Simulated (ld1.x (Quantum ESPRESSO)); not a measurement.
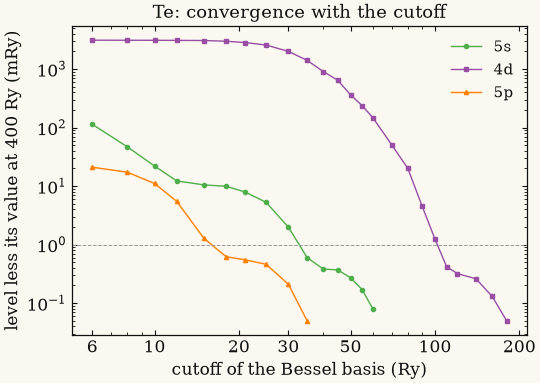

The pseudo-atom Hamiltonian at the reference potential is diagonalised in spherical Bessel functions (20 bohr box) up to the cutoff. Curves: distance of each valence level from its value at 400 Ry.

Input of ld1.x (Quantum ESPRESSO) 7.5:

```
&input
   title='Te', zed=52., rel=1, dft='PBE', iswitch=3,
   config='[Kr] 4d10 5s2 5p4',
   nld=3, rlderiv=2.35, eminld=-5.0, emaxld=5.0, deld=0.02
 /
 &inputp
   pseudotype=2, tm=.true., lloc=1,
   nlcc=.true., new_core_ps=.true., rcore=1.15,
   file_pseudopw='Te.UPF', file_wfcaegen='ae.wfc', file_wfcncgen='nc.wfc', file_beta='beta', file_chi='chi'
 /
3
5S  1  0   2.00   0.00  1.85  1.85  0.0
4D  3  2  10.00   0.00  1.30  1.30  0.0
5P  2  1   4.00   0.00  2.15  2.15  0.0
 &test
   configts(1)='4d10 5s2 5p4'
 /
```

Command:
```bash
ld1.x < Te.in > Te.out
```

Functional and relativity: PBE, scalar-relativistic.

Question: Which occupied shell is the hardest?

Answer: 4d: its level needs 110 Ry to come within 1 mRy, against 35 Ry for 5s.

Question: What cutoffs are needed for 10 mRy and 1 mRy in the sum of levels?

Answer: 110 Ry and 180 Ry, on the ladder of cutoffs that was run.

Question: At which cutoff does each level come within 1 mRy for good?

Answer: 5s: 35 Ry; 4d: 110 Ry; 5p: 18 Ry.
